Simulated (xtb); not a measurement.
Run report: C3H7BSi (charge +1), geometry relaxation (part 2 of 2)

Continued. System: C3H7BSi, charge +1, multiplicity 2. Method: GFN2-xTB, GBSA solvent acetone (xtb 6.7.1). The starting geometry was optimised with GFN2-xTB.

Geometry of the input (Å):
```
B  -1.8054  0.5802  1.7661
C  -0.4749  -0.2487  1.6361
C  0.1664  -0.2223  0.3385
C  0.6882  -0.1972  -0.7484
Si 1.4821  -0.1419  -2.4078
H  -2.3396  0.6106  2.8064
H  -2.2612  1.1475  0.8533
H  -0.6846  -1.2928  1.9004
H  0.2445  0.0937  2.3897
H  2.7500  0.5878  -2.2984
H  1.7279  -1.5159  -2.8595
H  0.5835  0.5437  -3.3423
```

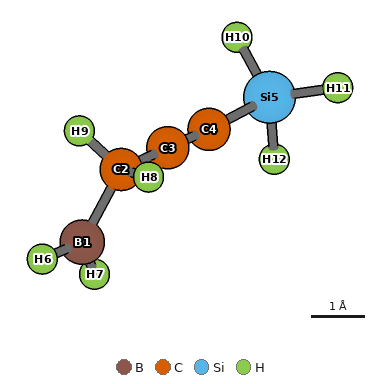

Figure 1. The geometry at step 3 of the log (ball-and-stick view, seen at a tilt; atoms are numbered from 1 in the order of the input).

## What the program printed, continued
```
 ---------------------------------------------------------------------------
     1   5 b    3.005 --     7 h    0.977     6 h    0.970     2 c    0.850
     2   6 c    3.965 --     3 c    1.239     9 h    0.861     8 h    0.854
                             1 b    0.850
     3   6 c    3.940 --     4 c    2.480     2 c    1.239
     4   6 c    3.838 --     3 c    2.480     5 si   1.000    12 h    0.104
     5  14 si   3.580 --     4 c    1.000    10 h    0.884    11 h    0.841
                            12 h    0.728
     6   1 h    0.992 --     1 b    0.970
     7   1 h    0.999 --     1 b    0.977
     8   1 h    0.959 --     2 c    0.854
     9   1 h    0.960 --     2 c    0.861
    10   1 h    0.993 --     5 si   0.884
    11   1 h    0.980 --     5 si   0.841
    12   1 h    0.930 --     5 si   0.728     4 c    0.104
 ---------------------------------------------------------------------------

Topologies differ in total number of bonds
Writing topology from bond orders to xtbtopo.mol

molecular dipole:
                 x           y           z       tot (Debye)
 q only:        0.366      -0.201      -0.378
   full:        0.610      -0.298      -0.491       2.129
molecular quadrupole (traceless):
                xx          xy          yy          xz          yz          zz
 q only:       -3.973      -1.113     -11.465     -13.576       0.078      15.438
  q+dip:       -5.437      -0.565     -13.503     -15.419      -0.747      18.939
   full:       -4.863      -0.230     -11.805     -13.940      -0.338      16.668

           -------------------------------------------------
          |                Geometry Summary                 |
           -------------------------------------------------

      molecular mass/u    :       81.9843197
   center of mass at/Å    :        0.3532197      -0.0738690      -0.4280213
  moments of inertia/u·Å² :        0.2563218E+02   0.3759839E+03   0.3920041E+03
rotational constants/cm⁻¹ :        0.6576745E+00   0.4483605E-01   0.4300372E-01

 * 10 selected distances

     #   Z          #   Z                                           value/Å
     1   5 b        2   6 c                                       1.6047927 (max)
     2   6 c        3   6 c                                       1.4055944
     3   6 c        4   6 c                                       1.2265550
     1   5 b        6   1 h                                       1.1632750
     1   5 b        7   1 h                                       1.1631605
     2   6 c        8   1 h                                       1.0967506
     2   6 c        9   1 h                                       1.0960005 (min)
     5  14 si      10   1 h                                       1.4589855
     5  14 si      11   1 h                                       1.4660841
     5  14 si      12   1 h                                       1.4887640

 * 5 distinct bonds (by element types)

   Z      Z             #   av. dist./Å        max./Å        min./Å
   1 H    5 B           2     1.1632178     1.1632750     1.1631605
   1 H    6 C           2     1.0963756     1.0967506     1.0960005
   5 B    6 C           1     1.6047927     1.6047927     1.6047927
   6 C    6 C           2     1.3160747     1.4055944     1.2265550
   1 H   14 Si          3     1.4712779     1.4887640     1.4589855

           -------------------------------------------------
          |               Frequency Printout                |
           -------------------------------------------------
 projected vibrational frequencies (cm⁻¹)
eigval :       -0.00    -0.00    -0.00     0.00     0.00     0.00
eigval :       15.10    75.11    83.43   128.72   157.25   238.14
eigval :      300.24   434.05   478.75   509.46   528.85   589.45
eigval :      636.06   702.42   723.10   800.65   839.57  1014.91
eigval :     1047.00  1109.20  1139.79  1307.59  2001.25  2158.75
eigval :     2223.69  2306.77  2676.69  2748.77  2912.39  2916.63
 reduced masses (amu)
   1: 11.99   2: 14.30   3: 11.72   4: 15.09   5: 17.32   6: 17.12   7:  2.69   8:  1.68
   9: 10.54  10:  9.52  11: 11.15  12:  5.34  13:  8.94  14:  6.09  15:  8.50  16:  3.55
  17: 17.41  18:  4.55  19:  2.36  20:  3.00  21:  2.67  22:  4.09  23:  8.99  24:  2.64
Molecule has no symmetry elements
It seems to be the C1 point group
  25:  3.69  26:  2.78  27:  8.99  28:  4.86  29:  1.85  30: 11.91  31:  1.82  32:  1.77
  33:  1.36  34:  2.20  35:  1.70  36:  1.78
 IR intensities (km·mol⁻¹)
   1:  6.55   2:  6.96   3:  8.86   4:  0.42   5:  8.11   6:  5.41   7: 16.30   8: 24.68
   9:  6.38  10: 22.08  11:  2.66  12:  8.18  13: 10.63  14: 28.67  15: 59.26  16: 59.08
  17: 22.72  18: 28.18  19:195.91  20:329.27  21: 26.31  22:233.59  23: 23.27  24:  7.86
  25:688.68  26:653.83  27:136.86  28: 64.70  29:452.76  30:382.44  31:126.67  32: 99.83
  33: 32.32  34: 54.84  35:136.09  36:110.28
 Raman intensities (Ä⁴*amu⁻¹)
   1:  0.00   2:  0.00   3:  0.00   4:  0.00   5:  0.00   6:  0.00   7:  0.00   8:  0.00
   9:  0.00  10:  0.00  11:  0.00  12:  0.00  13:  0.00  14:  0.00  15:  0.00  16:  0.00
  17:  0.00  18:  0.00  19:  0.00  20:  0.00  21:  0.00  22:  0.00  23:  0.00  24:  0.00
  25:  0.00  26:  0.00  27:  0.00  28:  0.00  29:  0.00  30:  0.00  31:  0.00  32:  0.00
  33:  0.00  34:  0.00  35:  0.00  36:  0.00
 output can be read by thermo (or use thermo option).
 writing <g98.out> molden fake output.
 recommended (thermochemical) frequency scaling factor: 1.0
           -------------------------------------------------
          |             Thermodynamic Functions             |
           -------------------------------------------------

c1  symmetry found (for desy threshold:  0.10E+00) used in thermo

          ...................................................
          :                      SETUP                      :
          :.................................................:
          :  # frequencies                          30      :
          :  # imaginary freq.                       0      :
          :  linear?                             false      :
          :  only rotor calc.                    false      :
          :  symmetry                               c1      :
          :  rotational number                       1      :
          :  scaling factor                  1.0000000      :
          :  rotor cutoff                   50.0000000 cm⁻¹ :
          :  imag. cutoff                  -20.0000000 cm⁻¹ :
          :.................................................:

    mode    ω/cm⁻¹     T·S(HO)/kcal·mol⁻¹    T·S(FR)/kcal·mol⁻¹   T·S(vib)
   ------------------------------------------------------------------------
       1     15.10    -2.14441 (  0.82%)    -1.41001 ( 99.18%)    -1.41607
       2     75.11    -1.19702 ( 83.58%)    -0.93576 ( 16.42%)    -1.15413
       3     83.43    -1.13548 ( 88.58%)    -0.90464 ( 11.42%)    -1.10911
       4    128.72    -0.88402 ( 97.77%)    -0.77626 (  2.23%)    -0.88162
       5    157.25    -0.77001 ( 98.99%)    -0.71699 (  1.01%)    -0.76947
       6    238.14    -0.54166 ( 99.81%)    -0.59409 (  0.19%)    -0.54176
   ------------------------------------------------------------------------

   temp. (K)  partition function   enthalpy   heat capacity  entropy
                                   cal/mol     cal/K/mol   cal/K/mol   J/K/mol
 298.15  VIB  0.209E+04             4032.326     23.251     26.031
         ROT  0.148E+06              888.752      2.981     26.646
         INT  0.310E+09             4921.078     26.232     52.677
         TR   0.718E+27             1481.254      4.968     39.108
         TOT                        6402.3323    31.1997    91.7847   384.0272

       T/K    H(0)-H(T)+PV         H(T)/Eh          T*S/Eh         G(T)/Eh
   ------------------------------------------------------------------------
    298.15    0.102028E-01    0.849353E-01    0.436099E-01    0.413254E-01
   ------------------------------------------------------------------------

         :::::::::::::::::::::::::::::::::::::::::::::::::::::
         ::                  THERMODYNAMIC                  ::
         :::::::::::::::::::::::::::::::::::::::::::::::::::::
         :: total free energy         -12.418266506802 Eh   ::
         ::.................................................::
         :: total energy              -12.459591881839 Eh   ::
         :: zero point energy           0.074732484834 Eh   ::
         :: G(RRHO) w/o ZPVE           -0.033407109796 Eh   ::
         :: G(RRHO) contrib.            0.041325375037 Eh   ::
         :::::::::::::::::::::::::::::::::::::::::::::::::::::

optimized geometry written to: xtbopt.coord

           -------------------------------------------------
          | TOTAL ENERGY              -12.459591881839 Eh   |
          | TOTAL ENTHALPY            -12.374656631085 Eh   |
          | TOTAL FREE ENERGY         -12.418266506802 Eh   |
          | GRADIENT NORM               0.001964625243 Eh/α |
          | HOMO-LUMO GAP               3.605115832326 eV   |
           -------------------------------------------------

------------------------------------------------------------------------
 unit  open   action     filename
   10 false : read       detailed.inp
   10 false : read       mol.coord
   10 false : read       detailed.inp
   10 false : read       [file]
   10 false : written    xtbopt.log
   10 false : written    hessian
   10 false : written    charges
   10 false : written    wbo
   10 false : written    xtbtopo.mol
   10 false : written    vibspectrum
   10  true : written    g98.out
   11 false : written    xtbopt.coord
   11 false : written    xtbrestart

------------------------------------------------------------------------
------------------------------------------------------------------------
 total:
 *  cpu-time:     0 d,  0 h,  0 min,  0.925 sec
 * ratio c/w:     0.999 speedup
 SCF:
 *  cpu-time:     0 d,  0 h,  0 min,  0.016 sec
 * ratio c/w:     0.998 speedup
 analytical hessian:
 *  cpu-time:     0 d,  0 h,  0 min,  0.788 sec
 * ratio c/w:     0.999 speedup
```

## File vibspectrum
```
$vibrational spectrum
#  mode     symmetry     wave number   IR intensity    selection rules
#                         cm**(-1)      (km*mol⁻¹)        IR
     1                      -0.00         0.00000          -
     2                      -0.00         0.00000          -
     3                      -0.00         0.00000          -
     4                       0.00         0.00000          -
     5                       0.00         0.00000          -
     6                       0.00         0.00000          -
     7        a             15.10        16.30151         YES
     8        a             75.11        24.67694         YES
     9        a             83.43         6.38076         YES
    10        a            128.72        22.08352         YES
    11        a            157.25         2.65836         YES
    12        a            238.14         8.18205         YES
    13        a            300.24        10.62647         YES
    14        a            434.05        28.66932         YES
    15        a            478.75        59.26082         YES
    16        a            509.46        59.08287         YES
    17        a            528.85        22.72076         YES
    18        a            589.45        28.17905         YES
    19        a            636.06       195.90718         YES
    20        a            702.42       329.27418         YES
    21        a            723.10        26.31489         YES
    22        a            800.65       233.58885         YES
    23        a            839.57        23.27161         YES
    24        a           1014.91         7.86444         YES
    25        a           1047.00       688.68453         YES
    26        a           1109.20       653.82989         YES
    27        a           1139.79       136.85774         YES
    28        a           1307.59        64.70301         YES
    29        a           2001.25       452.76124         YES
    30        a           2158.75       382.43811         YES
    31        a           2223.69       126.67434         YES
    32        a           2306.77        99.83085         YES
    33        a           2676.69        32.31743         YES
    34        a           2748.77        54.83953         YES
    35        a           2912.39       136.08956         YES
    36        a           2916.63       110.28214         YES
$end
```

## Standard error
```
normal termination of xtb
```

## Trajectory as extended XYZ (Å, eV, eV/Å), 7 frames, from step=0 to step=6
```
12
Properties=species:S:1:pos:R:3 step=0 energy=-338.93211
B    -1.8054    0.5802    1.7661
C    -0.4749   -0.2487    1.6361
C     0.1664   -0.2223    0.3386
C     0.6882   -0.1972   -0.7484
Si    1.4821   -0.1419   -2.4078
H    -2.3396    0.6106    2.8064
H    -2.2612    1.1475    0.8533
H    -0.6846   -1.2928    1.9004
H     0.2445    0.0937    2.3897
H     2.7500    0.5878   -2.2984
H     1.7279   -1.5159   -2.8595
H     0.5835    0.5437   -3.3423
12
Properties=species:S:1:pos:R:3 step=1 energy=-339.01497
B    -1.8042    0.5784    1.7616
C    -0.4639   -0.2514    1.6238
C     0.1579   -0.2195    0.3424
C     0.6776   -0.1980   -0.7692
Si    1.5154   -0.1466   -2.4136
H    -2.3171    0.5946    2.8102
H    -2.2469    1.1434    0.8423
H    -0.7037   -1.2910    1.8866
H     0.2396    0.1181    2.3817
H     2.7607    0.6205   -2.2675
H     1.6977   -1.5409   -2.8513
H     0.5638    0.5371   -3.3132
12
Properties=species:S:1:pos:R:3 step=2 energy=-339.03758
B    -1.7991    0.5819    1.7546
C    -0.4484   -0.2539    1.6062
C     0.1567   -0.2229    0.3397
C     0.6716   -0.2000   -0.7775
Si    1.5464   -0.1522   -2.4085
H    -2.2887    0.5777    2.8120
H    -2.2397    1.1433    0.8346
H    -0.7240   -1.2846    1.8748
H     0.2352    0.1414    2.3707
H     2.7644    0.6462   -2.2494
H     1.6630   -1.5538   -2.8505
H     0.5394    0.5216   -3.2727
12
Properties=species:S:1:pos:R:3 step=3 energy=-339.04056
B    -1.7996    0.5812    1.7542
C    -0.4451   -0.2559    1.6038
C     0.1627   -0.2210    0.3390
C     0.6816   -0.1967   -0.7739
Si    1.5438   -0.1546   -2.4095
H    -2.2813    0.5777    2.8142
H    -2.2380    1.1476    0.8370
H    -0.7280   -1.2831    1.8739
H     0.2313    0.1422    2.3719
H     2.7612    0.6382   -2.2592
H     1.6631   -1.5494   -2.8565
H     0.5252    0.5188   -3.2608
12
Properties=species:S:1:pos:R:3 step=4 energy=-339.04174
B    -1.7947    0.5891    1.7569
C    -0.4407   -0.2561    1.6041
C     0.1670   -0.2217    0.3380
C     0.6901   -0.1948   -0.7710
Si    1.5427   -0.1582   -2.4108
H    -2.2786    0.5749    2.8146
H    -2.2371    1.1493    0.8385
H    -0.7340   -1.2791    1.8746
H     0.2314    0.1407    2.3743
H     2.7605    0.6322   -2.2753
H     1.6624   -1.5461   -2.8674
H     0.5079    0.5146   -3.2425
12
Properties=species:S:1:pos:R:3 step=5 energy=-339.04226
B    -1.7964    0.5858    1.7558
C    -0.4393   -0.2575    1.6050
C     0.1687   -0.2200    0.3385
C     0.6953   -0.1930   -0.7685
Si    1.5424   -0.1610   -2.4116
H    -2.2746    0.5793    2.8160
H    -2.2325    1.1551    0.8401
H    -0.7337   -1.2795    1.8737
H     0.2303    0.1396    2.3766
H     2.7609    0.6304   -2.2883
H     1.6603   -1.5463   -2.8751
H     0.4955    0.5119   -3.2282
12
Properties=species:S:1:pos:R:3 step=6 energy=-339.04277
B    -1.7935    0.5883    1.7555
C    -0.4380   -0.2578    1.6068
C     0.1691   -0.2185    0.3397
C     0.6992   -0.1918   -0.7661
Si    1.5411   -0.1631   -2.4124
H    -2.2733    0.5812    2.8152
H    -2.2290    1.1581    0.8397
H    -0.7335   -1.2799    1.8729
H     0.2328    0.1364    2.3787
H     2.7611    0.6292   -2.3003
H     1.6577   -1.5475   -2.8809
H     0.4833    0.5102   -3.2149
```

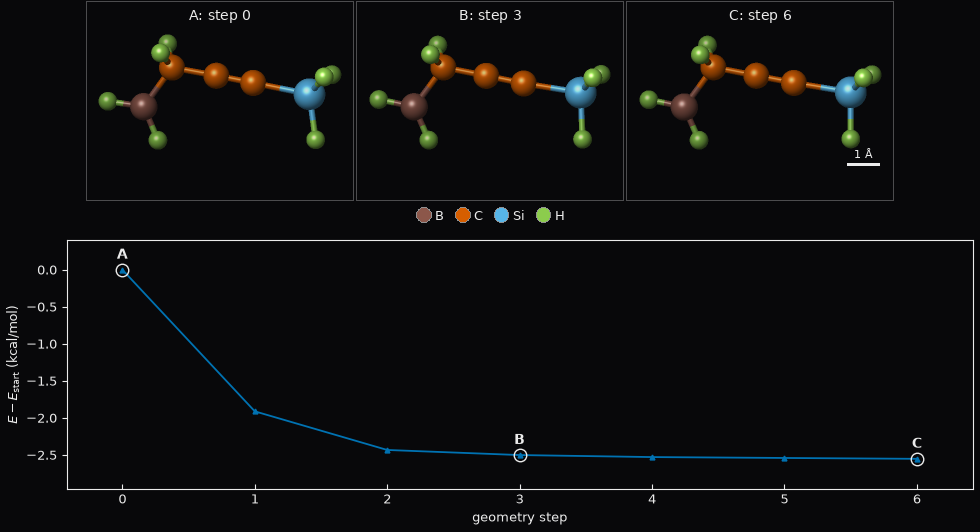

Figure 2. Frames of the relaxation (ball-and-stick view, seen at a tilt) above the curves, on which the letters mark them (steps are counted from 0).

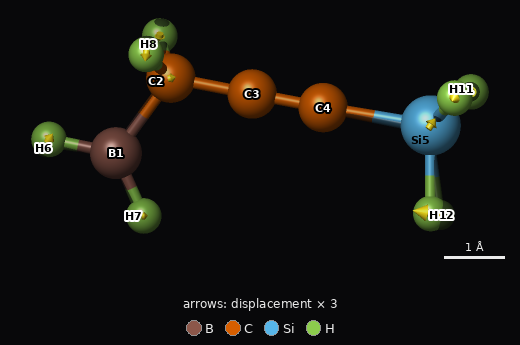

Figure 3. Start (faint) and end (solid) with the displacements as yellow arrows, magnified 3 times (ball-and-stick view, seen at a tilt). The two geometries are laid on each other by the best rigid fit. After 6 geometry steps the energy has fallen by 2.55 kcal/mol. H12 moves most after the best rigid fit: 0.16 Å. By element the largest moves are H 0.16 Å, Si 0.07 Å, C 0.04 Å, B 0.02 Å. Among the contacts that change: C2–C3 1.448 → 1.406 Å, B1–C2 1.573 → 1.605 Å, Si5–H12 1.467 → 1.489 Å, C3–C4 1.206 → 1.227 Å. Among the angles that change: C4–Si5–H12 108.9° → 99.4°, H10–Si5–H11 110.1° → 118.1°, B1–C2–H8 108.7° → 104.0°. (Atoms are counted from 1 in the order of the input.)

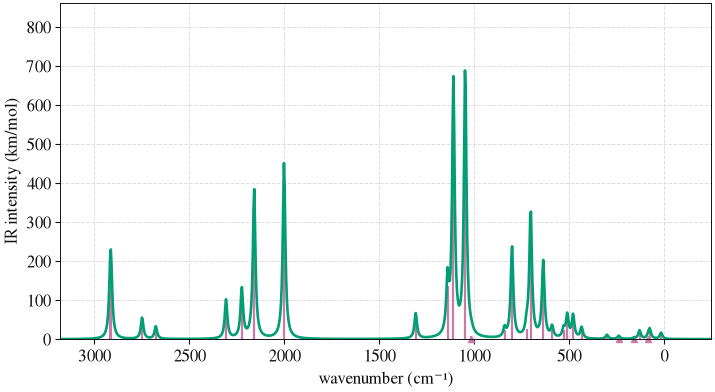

Figure 4. Harmonic infrared spectrum, unscaled: sticks (degenerate modes added up, dark ones marked on the axis) with a Lorentzian envelope of 16 cm⁻¹ full width, scaled to the tallest stick. 30 modes from 15 to 2917 cm⁻¹, none imaginary. The strongest line is at 1047 cm⁻¹ (689 km/mol).

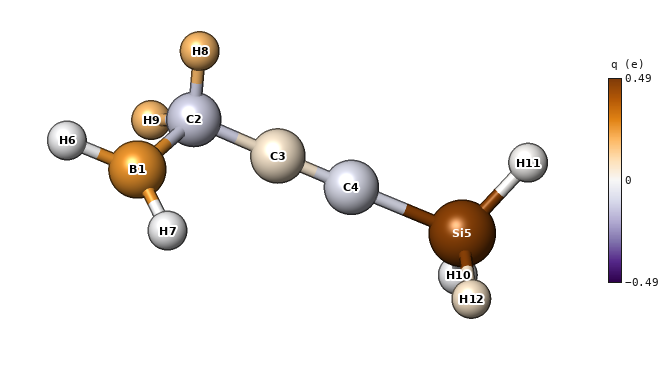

Figure 5. Mulliken charges, as the colour of each atom (ball-and-stick view, seen at a tilt; atoms are numbered from 1 in the order of the input). By element: B +0.26, C −0.11 to +0.06, Si +0.47 and H −0.02 to +0.19 e.

## Summary

```csv
quantity,value
outcome,converged
electrons treated,25
total energy,−12.455525 hartree
dispersion energy,−0.005132 hartree
solvation energy,−0.072897 hartree
basis functions,33
zero-point energy,0.074732 hartree
"wavenumbers, lowest and highest",15 and 2917 cm⁻¹
wall time,0.97 s
peak memory,0.071 GiB
```

## Notes

Settings chosen away from the usual ones: method = gfn2-xtb; task = bhess; x = {"hess_step": 0.02, "max_iter": 30}; geo = {"prev": 1}; partner = cation; sm = GBSA; solvent = acetone; opt_level = lax.
